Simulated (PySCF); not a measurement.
**Run report: C10H26N2Si, excited-state calculation**

The run: excited-state calculation of C10H26N2Si (SiMe2(NEt2)2), SMILES CCN(CC)[Si](C)(C)N(CC)CC. Method and program: TDDFT PBE0/def2-SVPD, vertical, gas phase, core orbitals frozen in the response (PySCF 2.14.0).

The geometry comes from this level: PBE0-D3(BJ)/def2-SVP. It belongs to a series of runs on one base structure; here: two ligands: Cl to NEt2.

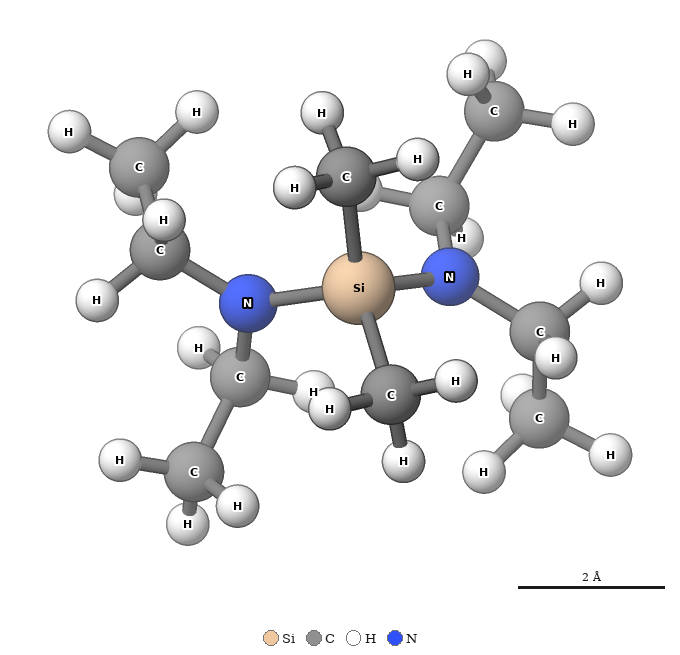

The structure (ball-and-stick view, seen on its broad side).

### Summary

| quantity | value |
| --- | --- |
| outcome | converged |
| total energy | −794.622587 hartree |
| HOMO | −5.85 eV |
| LUMO | 0.49 eV |
| dipole moment | 0.13 D |
| mean polarisability | 163.83 a.u. |
| lowest singlet excitation | 5.42 eV |
| hardware | 2 CPU threads, shared host |
| wall time | 2.7 min (CPU time 5.9 min) |
| peak memory | 3.2 GiB |

### The input
```
{"job": {"kind": "uv", "xc": "PBE0", "basis": "def2-SVPD", "ip": false, "nstates": 10}, "charge": 0, "multiplicity": 1}
Si     0.828962    -0.003209     0.597460
C      0.825977    -0.094527     2.476034
H      1.445817    -0.921431     2.858252
H     -0.189900    -0.213982     2.884560
H      1.239535     0.844449     2.876535
C      2.610189     0.090365     0.001485
H      2.675372     0.218421    -1.090238
H      3.123420    -0.849704     0.258506
H      3.168625     0.913559     0.474927
N      0.002527     1.406709    -0.016899
C     -1.432383     1.522416     0.146987
C     -1.864211     2.387725     1.325483
C      0.654934     2.533437    -0.649090
C      0.555738     2.531061    -2.169988
H     -1.847705     0.507439     0.267063
H     -1.886465     1.916408    -0.782329
H     -1.501452     1.966004     2.275418
H     -1.466780     3.411618     1.243007
H     -2.961966     2.462415     1.380258
H      0.233480     3.478711    -0.257297
H      1.717027     2.554038    -0.359239
H      1.065748     1.651329    -2.593054
H     -0.493426     2.499481    -2.503301
H      1.016050     3.433716    -2.602545
N     -0.009455    -1.413519     0.003929
C     -0.275075    -1.538398    -1.415122
C      0.707068    -2.434450    -2.160686
C     -0.446473    -2.521207     0.826731
C     -1.924450    -2.471061     1.196227
H     -0.257003    -0.527649    -1.857692
H     -1.305708    -1.909599    -1.574625
H      1.730256    -2.034186    -2.092281
H      0.719764    -3.454504    -1.745546
H      0.440883    -2.512437    -3.226846
H     -0.231789    -3.475983     0.310820
H      0.153842    -2.555104     1.749540
H     -2.143760    -1.584691     1.812103
H     -2.559546    -2.417162     0.298033
H     -2.225409    -3.365319     1.765311
```

The first line tells a small driver script what to run in PySCF; the rest is the geometry in Å.

Launched with:
```bash
OMP_NUM_THREADS=2 python <driver script> task.json out
```

### Log
```
coarse grid: 30728 points
cycle   1  E = -794.3966917742  dE =  8.293e-01  |g| = 6.682e-01  |ddm| = 1.405e+01
cycle   2  E = -794.3590587666  dE =  3.763e-02  |g| = 7.809e-01  |ddm| = 3.076e+00
cycle   3  E = -794.5142999000  dE = -1.552e-01  |g| = 9.820e-02  |ddm| = 1.651e+00
cycle   4  E = -794.5160364387  dE = -1.737e-03  |g| = 4.532e-02  |ddm| = 2.740e-01
cycle   5  E = -794.5165095476  dE = -4.731e-04  |g| = 5.810e-03  |ddm| = 1.164e-01
cycle   6  E = -794.5165167454  dE = -7.198e-06  |g| = 1.547e-03  |ddm| = 2.764e-02
final grid: 285664 points
cycle   7  E = -794.6225396358  dE = -1.723e-04  |g| = 1.334e-02  |ddm| = 6.996e-01
cycle   8  E = -794.6225233916  dE =  1.624e-05  |g| = 1.561e-02  |ddm| = 1.059e-01
cycle   9  E = -794.6225868769  dE = -6.349e-05  |g| = 1.551e-03  |ddm| = 3.510e-02
cycle  10  E = -794.6225873689  dE = -4.920e-07  |g| = 5.556e-04  |ddm| = 4.287e-03
cycle  11  E = -794.6225874373  dE = -6.841e-08  |g| = 9.078e-05  |ddm| = 2.097e-03
cycle  12  E = -794.6225874392  dE = -1.934e-09  |g| = 2.037e-05  |ddm| = 5.762e-04
cycle  13  E = -794.6225874393  dE = -9.413e-11  |g| = 5.070e-06  |ddm| = 7.061e-05
```

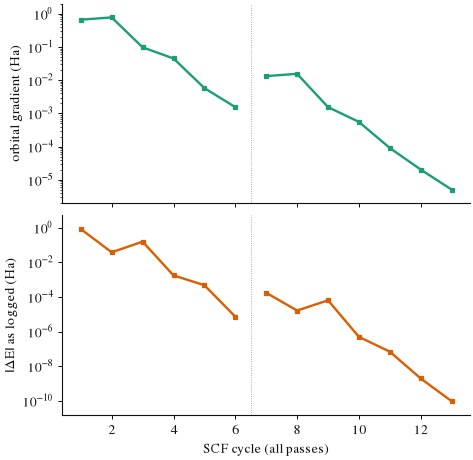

Convergence of the self-consistent field: orbital gradient and size of the energy change against the SCF cycle. The dotted line marks the change from a coarse to the final integration grid. The first 6 cycles use a coarse grid, the final grid takes over at cycle 7, and the field converges after 13 cycles in all.

```
converged SCF energy = -794.6225874393

Static polarisability (au): isotropic 163.835, principal 153.022 166.181 172.301

Singlet excitations
state   eV       nm        f      main configurations
  1   5.4169    228.9   0.04613   H->L 0.96
  2   5.6270    220.3   0.00069   H-1->L 0.87, H->L+3 0.09
  3   5.8840    210.7   0.00072   H->L+1 0.95
  4   5.9798    207.3   0.00015   H->L+2 0.94
  5   6.0598    204.6   0.01163   H->L+3 0.52, H-1->L+1 0.36
  6   6.1570    201.4   0.00181   H-1->L+1 0.53, H->L+3 0.36
  7   6.1894    200.3   0.00214   H-1->L+2 0.86, H->L+4 0.09
  8   6.2940    197.0   0.00653   H-1->L+3 0.82
  9   6.5812    188.4   0.02373   H->L+5 0.86
 10   6.6006    187.8   0.00306   H->L+4 0.78

Triplet excitations (Tamm-Dancoff, eV): 5.3621 5.5725 5.8254 5.8945
```

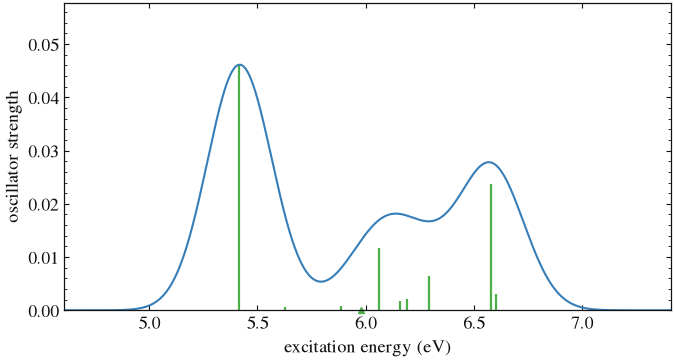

Computed excitations as sticks (degenerate states added up, dark ones marked on the axis), with a Gaussian envelope of 0.35 eV full width at half maximum, scaled to the tallest. Of the 10 states the lowest lies at 5.42 eV (f = 0.046); the strongest line is at 5.42 eV, or 229 nm (f = 0.046).

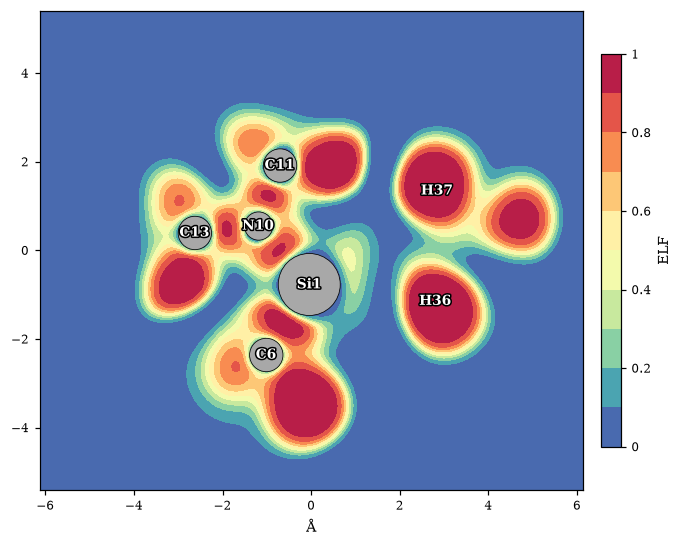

Electron localisation function on the plane of atoms C11, N10 and C13. Grey discs, where drawn, cover atomic cores. The section cuts through Si, C, N and H sites. Si–N (1.75 Å): the ELF peaks at about 0.90 between the atoms, which marks a shared but strongly polarised pair.

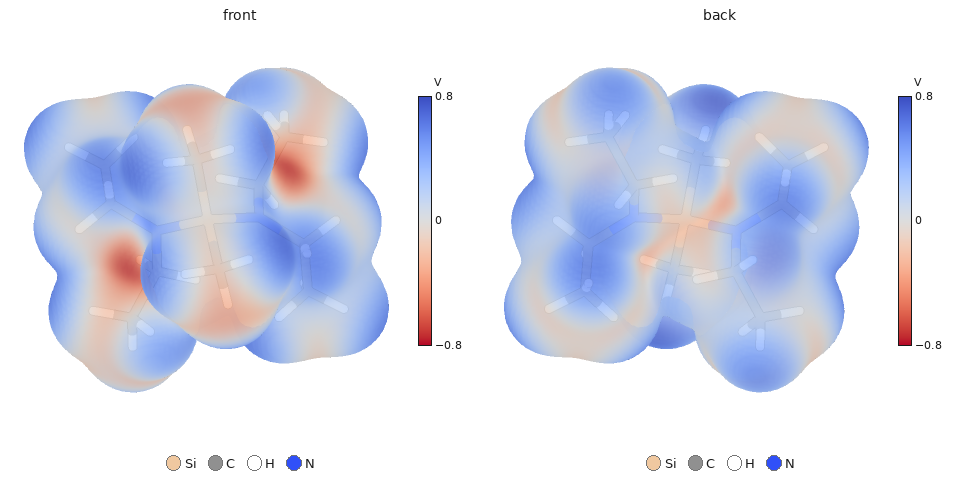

The molecular electrostatic potential painted on the density surface at 0.002 e/bohr³, seen at a tilt and from behind; red is negative and blue positive. Its dipole moment is 0.13 D.
